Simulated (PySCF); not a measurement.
```xyz
20
charge 0, multiplicity 1
N    -1.7030    2.3229   -1.0355
C    -2.3737    1.4878   -0.6276
C    -3.1599    0.4249   -0.1008
Si   -2.0747   -0.6971    1.0302
O    -0.8106   -1.2050    0.1829
Si    0.5575   -0.9198   -0.6809
C     2.0860   -1.5626    0.2021
C     3.0214   -0.6484    0.4527
Si    2.6067    1.1131   -0.0805
N     1.0315    0.7347   -0.6978
H    -4.0017    0.8402    0.4535
H    -3.5531   -0.1606   -0.9344
H    -2.8373   -1.9050    1.3331
H    -1.6602    0.0690    2.2026
H     0.2399   -1.4845   -1.9907
H     2.2238   -2.6024    0.4689
H     3.9505   -0.9131    0.9418
H     2.5466    2.0593    1.0389
H     3.4958    1.5988   -1.1433
H     0.4094    1.4584   -1.0183
```

Describe the molecule in this file.

The molecule is C4H10N2OSi3. As SMILES it reads `N#CC[SiH2]O[Si@@H]1C=C[SiH2]N1`. Independent rings (smallest set): 1 of 5 members. Among its groups: nitrile, alkene, Si–H bond, Si–O bond, Si–N bond. The point group is C1. Coordination, clear cases only: 1 C linear; 1 C tetrahedral; 2 Si tetrahedral; 1 O bent; 2 C trigonal planar; 1 N trigonal planar.

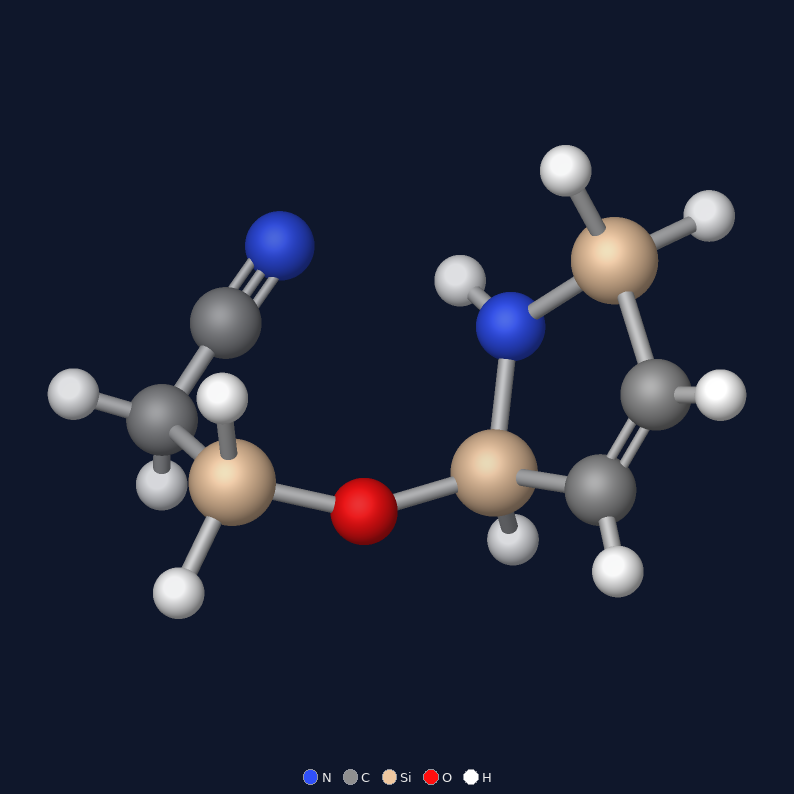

Simulated data, not a measurement (program: PySCF).
